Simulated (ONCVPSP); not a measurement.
# Tc: pseudopotential generation

System: technetium (Tc, Z = 43), core [Ar] 3d10, reference valence 4s2 4p6 4d5 5s2, valence charge 15.
Method: ONCV potential, PBE, scalar-relativistic, made with ONCVPSP 4.0.1.

## Input
```
# ATOM AND REFERENCE CONFIGURATION
# atsym  z   nc   nv     iexc    psfile
  Tc 43.00    6    4        4      upf
#
#   n    l    f
    1    0    2.00
    2    0    2.00
    2    1    6.00
    3    0    2.00
    3    1    6.00
    3    2   10.00
    4    0    2.00
    4    1    6.00
    4    2    5.00
    5    0    2.00
#
# PSEUDOPOTENTIAL AND OPTIMIZATION
# lmax
    2
#
#   l,   rc,      ep,       ncon, nbas, qcut
    0    1.90    0.00    5   10    6.70
    1    1.85    0.00    4    7    8.60
    2    1.55    0.00    3    8    5.20
#
# LOCAL POTENTIAL
# lloc, lpopt,  rc(5),   dvloc0
    4    5    1.30    0.00
#
# VANDERBILT-KLEINMAN-BYLANDER PROJECTORs
# l, nproj, debl
    0    2    0.80
    1    1    1.30
    2    2    1.70
#
# MODEL CORE CHARGE
# icmod, fcfact, rcfact
    3    5.50    1.10
#
# LOG DERIVATIVE ANALYSIS
# epsh1, epsh2, depsh
   -4.00    5.00    0.02
#
# OUTPUT GRID
# rlmax, drl
    6.00    0.01
#
# TEST CONFIGURATIONS
# ncnf
    4
# nvcnf
#   n    l    f
    4
    4    0    2.00
    4    1    6.00
    4    2    5.00
    5    0    1.00
#
    4
    4    0    2.00
    4    1    6.00
    4    2    5.00
    5    0    0.00
#
    4
    4    0    2.00
    4    1    6.00
    4    2    4.00
    5    0    0.00
#
    4
    4    0    2.00
    4    1    6.00
    4    2    6.00
    5    0    0.00
#
```

Command:
```bash
oncvpsp.x < Tc.dat > Tc.out
```

## Log (extracts)
```
ONCVPSP  (Optimized Norm-Conservinng Vanderbilt PSeudopotential)
scalar-relativistic version 4.0.1

#   n    l    f        energy (Ha)
    1    0    2.00    -7.6691233E+02
    2    0    2.00    -1.0941704E+02
    2    1    6.00    -9.7925166E+01
    3    0    2.00    -1.9059584E+01
    3    1    6.00    -1.5287085E+01
    3    2   10.00    -9.1830968E+00
    4    0    2.00    -2.6966468E+00
    4    1    6.00    -1.6663199E+00
    4    2    5.00    -2.4482824E-01
    5    0    2.00    -1.8533585E-01

Reference configufation results
  iterations    26
  all-electron total energy (Ha)   -4.28559224D+03

Begin loop to  construct optimized pseudo wave functions
and semi-local pseudopoentials for all angular momenta

Calculating optimized projector #   1

 for l=   0

    Fraction of norm inside rc  0.975717
    Optimizing pswf for qcut=   6.71 a_B^-1,  ecut=  22.51 Ha
    Residual kinetic energy error=  9.62D-06 Ha

    Energy error per electron        Cutoff
         Ha          eV             Ha
         0.01000     0.27211       11.66
         0.00100     0.02721       16.23
         0.00010     0.00272       19.32
         0.00001     0.00027       23.69

Calculating optimized projector #   2

 for l=   0

    Fraction of norm inside rc  0.087841
    Optimizing pswf for qcut=   6.71 a_B^-1,  ecut=  22.51 Ha
    Residual kinetic energy error=  8.08D-06 Ha

    Energy error per electron        Cutoff
         Ha          eV             Ha
         0.01000     0.27211        5.46
         0.00100     0.02721       14.89
         0.00010     0.00272       18.80
         0.00001     0.00027       22.83

Calculating optimized projector #   1

 for l=   1

    Fraction of norm inside rc  0.931242
    Optimizing pswf for qcut=   8.61 a_B^-1,  ecut=  37.05 Ha
    Residual kinetic energy error=  4.81D-08 Ha

    Energy error per electron        Cutoff
         Ha          eV             Ha
         0.01000     0.27211       10.53
         0.00100     0.02721       13.31
         0.00010     0.00272       16.19
         0.00001     0.00027       24.88

   Wellstate for l =  2  n =  5
     eigenvalue =   1.4552
     asymptotic potential =   1.9552
     half-point radius =  2.7469

Calculating optimized projector #   1

 for l=   2

    Fraction of norm inside rc  0.494987
    Optimizing pswf for qcut=   5.20 a_B^-1,  ecut=  13.54 Ha
    Residual kinetic energy error=  1.31D-02 Ha

    Energy error per electron        Cutoff
         Ha          eV             Ha
         0.01000     0.27211       14.29
         0.00100     0.02721       76.50
         0.00010     0.00272      136.88

Calculating optimized projector #   2

 for l=   2

    Fraction of norm inside rc  0.191770
    Optimizing pswf for qcut=   5.20 a_B^-1,  ecut=  13.54 Ha
    Residual kinetic energy error=  2.53D-02 Ha

    Energy error per electron        Cutoff
         Ha          eV             Ha
         0.01000     0.27211       15.50
         0.00100     0.02721       30.24
         0.00010     0.00272      100.34
         0.00001     0.00027      208.02

Construct Vanderbilt / Kleinmman-Bylander projectors

B matrix Hermiticity error, ll=   0
   1   2    2.4272E-04

  Orthonormal projector coefficients  8.9671E+00  1.5009E+00

B matrix Hermiticity error, ll=   2
   1   2    2.1149E-04

  Orthonormal projector coefficients -7.2449E+00  5.8361E+00

Model core correction analysis
  based on d2Exc/dn_idn_j

d2excae - all-electron derivatives

   -3.477141D-02   -3.095274D-02   -1.755860D-02   -1.967694D-03
   -3.095294D-02   -2.912787D-02   -1.896371D-02   -2.421496D-03
   -1.755882D-02   -1.896382D-02   -1.926711D-02   -9.184725D-03
   -1.967567D-03   -2.421137D-03   -9.182906D-03   -2.580421D-02

d2excps - pseudofunction derivatives with no core correction

   -4.368655D-02   -3.432548D-02   -1.761032D-02   -2.937633D-03
   -3.432650D-02   -3.190135D-02   -1.973456D-02   -2.804445D-03
   -1.761050D-02   -1.973468D-02   -2.019207D-02   -9.158429D-03
   -2.938140D-03   -2.804124D-03   -9.156609D-03   -2.589393D-02

rms 2nd derivative error    2.671178E-03

rmatch, rhocmatch    0.7224   13.4380

Teter function model core charge with specified parameters

d2excps - pseudofunction derivatives with core correction

   -3.430714D-02   -3.097718D-02   -1.721709D-02   -2.067240D-03
   -3.097731D-02   -3.014651D-02   -1.958966D-02   -2.489021D-03
   -1.721726D-02   -1.958977D-02   -2.031004D-02   -9.103856D-03
   -2.067126D-03   -2.488677D-03   -9.102037D-03   -2.581544D-02

rms 2nd derivative error    4.610536E-04

Pseudoatom total energy  -80.996202

Diagnostic tests using Vanderbilt-Kleinman-Bylander pseudopotentials
  1 or more projectors used as specified by nproj input data

   l    rcore       rmatch      e in        delta e   norm test  slope test

   0   1.9039207   1.9617278  -2.6966468   0.0000022   1.0001627   1.0001463
   0   1.9039207   1.9617278  -0.1853358   0.0000019   1.0000254   1.0000196

   1   1.8589039   1.9153442  -1.6663199  -0.0000009   0.9999977   0.9999986

   2   1.5535224   1.6006907  -0.2448282  -0.0002456   0.9999478   0.9988809
   2   1.5535224   1.6006907   1.4551718  -0.0000611   1.0001167   1.0001167

 Testing for bound ghosts
   n   l    E NL Schr. Eq   E Basis Diag.   E Cutoff

   1   0       -2.696645       -2.696644    124.20
   2   0       -0.185334       -0.155866    124.20

   2   1       -1.666321       -1.666319     45.23

   3   2       -0.245074       -0.236855    142.50

 Testing for highly-localized positive-energy ghosts
       l    <radius>/rc     E Basis Diag.   E Cutoff

       0        0.917506        6.378733    124.20  WARNING - GHOST(+)

Test configuration 0

   n   l     f        eae           eps        diff
   1   0  2.0000 -766.91233092
   2   0  2.0000 -109.41704346
   2   1  6.0000  -97.92516606
   3   0  2.0000  -19.05958363
   3   1  6.0000  -15.28708537
   3   2 10.0000   -9.18309683
   4   0  2.0000   -2.69664682   -2.69664466    2.16D-06
   4   1  6.0000   -1.66631993   -1.66632084   -9.11D-07
   4   2  5.0000   -0.24482824   -0.24507389   -2.46D-04
   5   0  2.0000   -0.18533585   -0.18533399    1.86D-06

    Total energies and differences
      AE_ref= -4.28559224D+03  AE_tst= -4.28559224D+03  dif=  0.00D+00
      PS_ref= -8.09962023D+01  PS_tst= -8.09962023D+01  dif=  1.28D-13
      PSP excitation error= -1.28D-13

Test configuration 1

   n   l     f        eae           eps        diff
   1   0  2.0000 -767.19161285
   2   0  2.0000 -109.69318972
   2   1  6.0000  -98.20150579
   3   0  2.0000  -19.33634392
   3   1  6.0000  -15.56382946
   3   2 10.0000   -9.45961730
   4   0  2.0000   -2.97466468   -2.97581917   -1.15D-03
   4   1  6.0000   -1.94488147   -1.94538279   -5.01D-04
   4   2  5.0000   -0.51802035   -0.51828986   -2.70D-04
   5   0  1.0000   -0.41872512   -0.41880075   -7.56D-05

    Total energies and differences
      AE_ref= -4.28559224D+03  AE_tst= -4.28529260D+03  dif=  3.00D-01
      PS_ref= -8.09962023D+01  PS_tst= -8.06964856D+01  dif=  3.00D-01
      PSP excitation error= -7.97D-05

Test configuration 2

   n   l     f        eae           eps        diff
   1   0  2.0000 -767.51429117
   2   0  2.0000 -110.01148598
   2   1  6.0000  -98.52007374
   3   0  2.0000  -19.65507038
   3   1  6.0000  -15.88252776
   3   2 10.0000   -9.77804144
   4   0  2.0000   -3.29325710   -3.29615907   -2.90D-03
   4   1  6.0000   -2.26334951   -2.26463023   -1.28D-03
   4   2  5.0000   -0.82690781   -0.82725374   -3.46D-04

    Total energies and differences
      AE_ref= -4.28559224D+03  AE_tst= -4.28474682D+03  dif=  8.45D-01
      PS_ref= -8.09962023D+01  PS_tst= -8.01504479D+01  dif=  8.46D-01
      PSP excitation error= -3.32D-04

Test configuration 3

   n   l     f        eae           eps        diff
   1   0  2.0000 -768.05351894
   2   0  2.0000 -110.55727336
   2   1  6.0000  -99.06547522
   3   0  2.0000  -20.19494501
   3   1  6.0000  -16.42237941
   3   2 10.0000  -10.31877144
   4   0  2.0000   -3.80983525   -3.81078897   -9.54D-04
   4   1  6.0000   -2.77012434   -2.77028715   -1.63D-04
   4   2  4.0000   -1.29188068   -1.29157294    3.08D-04

    Total energies and differences
      AE_ref= -4.28559224D+03  AE_tst= -4.28369190D+03  dif=  1.90D+00
      PS_ref= -8.09962023D+01  PS_tst= -7.90953633D+01  dif=  1.90D+00
      PSP excitation error= -5.03D-04

Test configuration 4

   n   l     f        eae           eps        diff
   1   0  2.0000 -767.05776422
   2   0  2.0000 -109.55063509
   2   1  6.0000  -98.05953787
   3   0  2.0000  -19.19643949
   3   1  6.0000  -15.42389982
   3   2 10.0000   -9.31896613
   4   0  2.0000   -2.84529797   -2.84917492   -3.88D-03
   4   1  6.0000   -1.82180285   -1.82341181   -1.61D-03
   4   2  6.0000   -0.42221050   -0.42240898   -1.98D-04

    Total energies and differences
      AE_ref= -4.28559224D+03  AE_tst= -4.28536566D+03  dif=  2.27D-01
      PS_ref= -8.09962023D+01  PS_tst= -8.07695995D+01  dif=  2.27D-01
      PSP excitation error= -2.05D-05
```

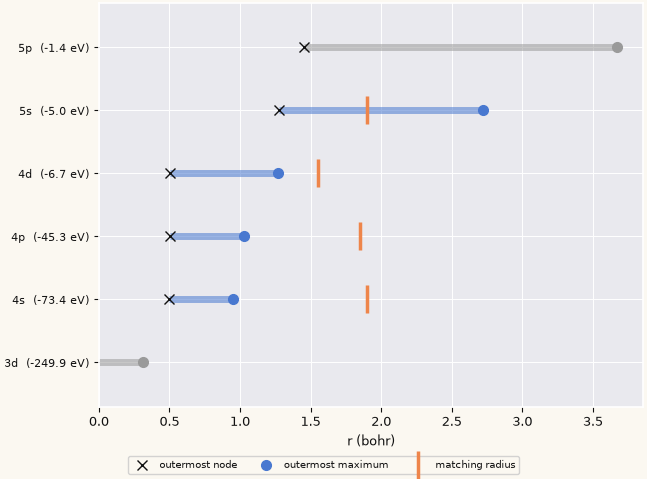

Outer shells of the all-electron reference atom: each bar runs from the outermost node (or the nucleus) to the outermost maximum of u(r); the tick is the radius chosen for the pseudo-wave. Shells without a tick have no pseudo-wave of their own. Levels, nodes and maxima are from ld1.x, scalar-relativistic.

- Radii against the shells: 4s: 1.90 bohr, outside the maximum; 4p: 1.85 bohr, outside the maximum; 4d: 1.55 bohr, outside the maximum; 5s: 1.90 bohr, between node and maximum.

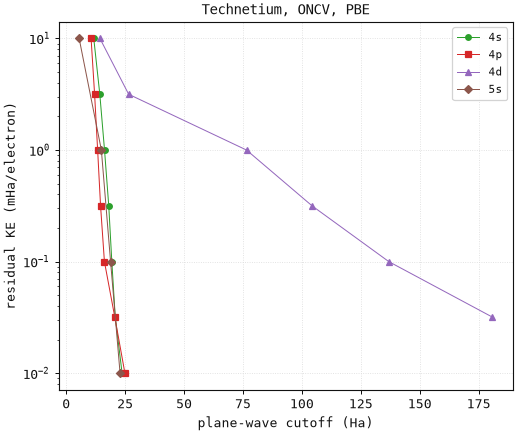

Residual kinetic energy of the pseudo-waves (the first of each channel, and further valence shells) beyond the plane-wave cutoff, as the generator prints it.

- Hardest wave at 1 mHa per electron: 4d, with rc = 1.55 bohr and qcut = 5.2 1/bohr. The optimisation minimises, but can't always remove, the kinetic energy above qcut²/2 = 13.5 Ha, and a larger rc would as a rule soften the wave at some cost in transferability.
- Cutoffs for 1 mHa per electron: 4d: 76 Ha; 4s: 16 Ha; 5s: 15 Ha; 4p: 13 Ha.
- Cutoffs for the occupied states: 76 Ha for 1 mHa and 137 Ha for 0.1 mHa per electron. The first is set by 4d.

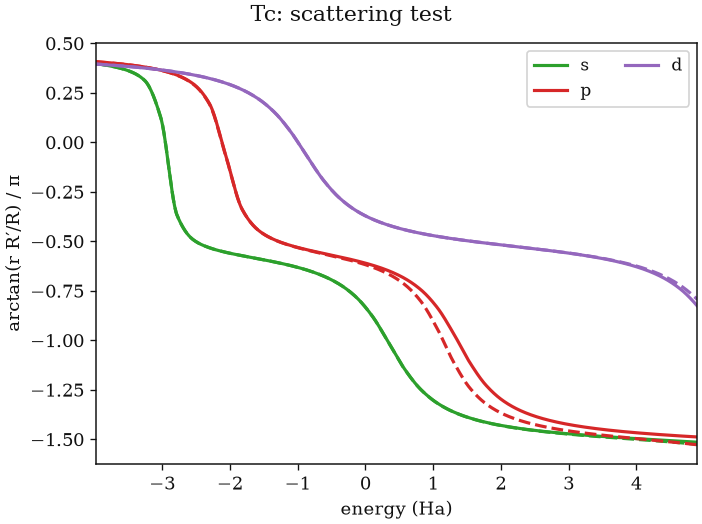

Unwrapped phase arctan(r R′/R) in units of π against energy, all-electron (solid) and pseudo (dashed); the pseudo phase is matched to the all-electron one at the reference energy. Here R(r) is the radial function. Not drawn: f: not judged.

- Poles, where the radial function vanishes at the test radius: s: all-electron at -2.5 and 4.1 Ha, pseudo at -2.5 and 4.0 Ha; p: all-electron at -1.3 Ha, pseudo at -1.3 and 4.1 Ha; d: all-electron at 1.5 Ha, pseudo at 1.5 Ha.
- Ghost states: the plot shows none: the two phases stay within 0.46 rad of each other in all channels drawn. The separate test gives: no bound ghost flagged; GHOST(+) flagged for s at 173.6 eV.
- Range over which the phases agree within 0.05 rad: s: over the whole range drawn; p: up to about 0.3 Ha; d: up to about 4.6 Ha.

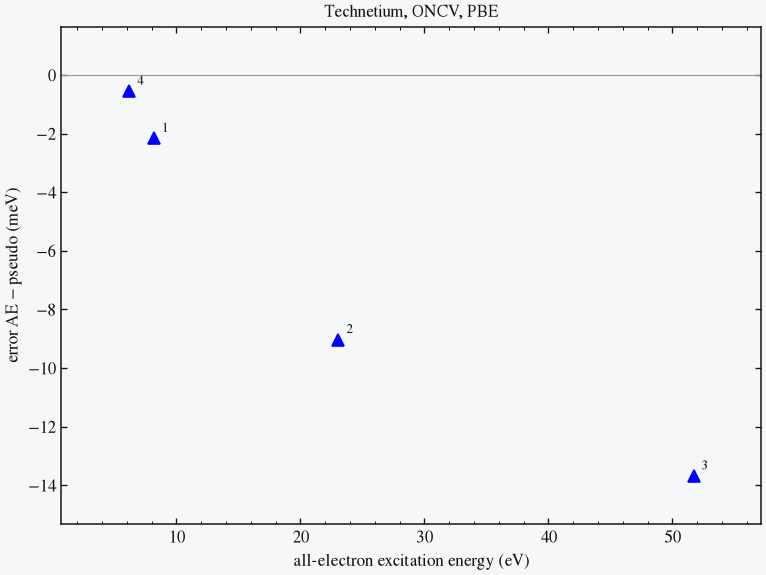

Errors, all-electron minus pseudo, of the energies of valence configurations relative to the unpolarised reference 4s2 4p6 4d5 5s2. Points: 1 = 4s2 4p6 4d5 5s1; 2 = 4s2 4p6 4d5 5s0; 3 = 4s2 4p6 4d4 5s0; 4 = 4s2 4p6 4d6 5s0.

- Worst configuration: 4s2 4p6 4d4 5s0 (charge +3): the error is -14 meV on an all-electron energy of +51.71 eV relative to the reference, or 0.026 %.
- Errors in meV: 4s2 4p6 4d5 5s1: -2.2; 4s2 4p6 4d5 5s0: -9.0; 4s2 4p6 4d4 5s0: -14; 4s2 4p6 4d6 5s0: -0.6.

## Key numbers

- outcome: generated
- cutoffs needed: 76 Ha and 137 Ha (the cutoffs at which the residual kinetic energy of the hardest occupied pseudo-wave falls to 1 and 0.1 mHa per electron)
- ghost test: no bound ghost flagged; GHOST(+) flagged for s at 173.6 eV
- largest excitation error: -14 meV (all-electron minus pseudo) for 4s2 4p6 4d4 5s0, out of 4 test configurations
- rms error of d²Exc/dni dnj: 2.67 mHa without and 0.46 mHa with the model core
- range over which the phases arctan(r R′/R) at the test radius agree within 0.05 rad (a looser test near the poles than one of phase shifts): s: over the whole range computed; p: up to about 0.3 Ha; d: up to about 4.6 Ha; f: not judged, local potential alone
- hardware: 1 CPU thread, shared host
- wall time: 4.6 s
